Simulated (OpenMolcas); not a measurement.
## C6H10O (cyclohexanone): the energy, rung by rung

The species is C6H10O (17 atoms), meant as a singlet with charge 0. As SMILES, `O=C1CCCCC1`. Geometry: relaxed at PBE0-D4/def2-TZVP. This is one conformer, not always the lowest.

```
atom    x (Å)    y (Å)    z (Å)
   O  -0.7070  -1.9907   1.6800
   C  -0.2761  -1.0070   1.1305
   C   1.0715  -0.9834   0.4507
   C   0.9789  -0.4130  -0.9651
   C   0.2787   0.9372  -0.9774
   C  -1.1076   0.8396  -0.3590
   C  -1.0477   0.2889   1.0663
   H   1.4861  -1.9921   0.4649
   H   1.7286  -0.3412   1.0520
   H   1.9807  -0.3336  -1.3957
   H   0.4229  -1.1145  -1.5977
   H   0.2079   1.3148  -2.0014
   H   0.8785   1.6648  -0.4162
   H  -1.5997   1.8158  -0.3556
   H  -1.7312   0.1786  -0.9719
   H  -2.0396   0.1245   1.4891
   H  -0.5248   1.0115   1.7066
```

Each level gives the energy change with the C4–H11 bond stretched from 1.096 to 1.261 Å (eV). The values are calculated.

| level | kind | program | value (eV) | CPU time (all runs) |
| --- | --- | --- | --- | --- |
| HF/6-31G* (spherical functions) (restricted) | Hartree–Fock | OpenMolcas | 0.38 | 59 s |
| SVWN5/6-31G* (spherical functions) (restricted) | LDA | OpenMolcas | 0.26 | 3.6 min |
| revPBE/6-31G* (spherical functions) (restricted) | GGA | OpenMolcas | 0.26 | 4.5 min |
| M06-L/6-31G* (spherical functions) (restricted) | meta-GGA | OpenMolcas | 0.31 | 5.4 min |
| B3LYP/6-31G* (spherical functions) (restricted) | global hybrid | OpenMolcas | 0.30 | 4.2 min |
| PBE0/6-31G* (spherical functions) (restricted) | global hybrid | OpenMolcas | 0.31 | 4.2 min |
| MP2/6-31G* (spherical functions) (restricted) | perturbation theory | OpenMolcas | 0.32 | 50 s |

The first shape isn't each level's own minimum. The values span 0.26 to 0.38 eV. Times are those of the runs behind each value, whatever else they computed, on shared processors of several kinds: orders of magnitude only.

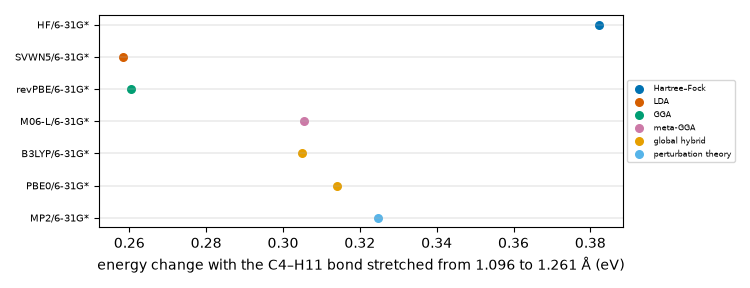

The values of the table, level by level.
